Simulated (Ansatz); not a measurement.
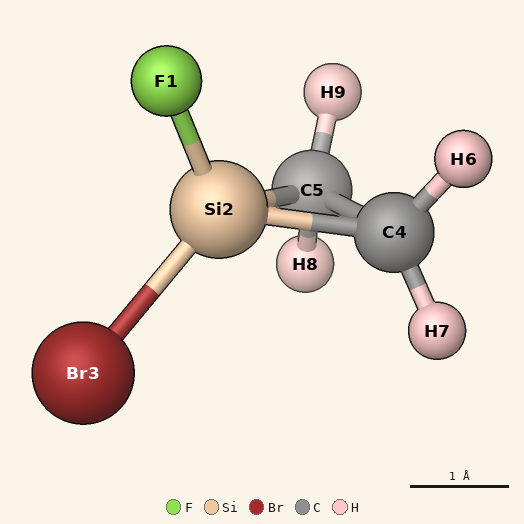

Orthographic view. Depth is shown by fading: the farther an atom, the more it takes the colour of the background. The geometry was computed by an optimisation with PBE-D4/def2-SVP. No frequency run is at hand to confirm it as a minimum.

Give the geometry as a Z-matrix, atoms in numerical order, with these reference atoms: 2 to 1; 3 to 2, 1; 4 to 2, 1, 3; 5 to 4, 2, 1; 6 to 4, 5, 2; 7 to 4, 6, 5; 8 to 5, 4, 7; 9 to 5, 8, 4.

```
F  
Si   1   1.635
Br   2   2.213   1   109.3
C    2   1.835   1   119.8   3  -149.8
C    4   1.602   2    64.1   1  -106.2
H    4   1.105   5   115.4   2  -112.3
H    4   1.104   6   112.2   5   135.8
H    5   1.104   4   115.7   7     0.4
H    5   1.105   8   112.2   4   135.7
```
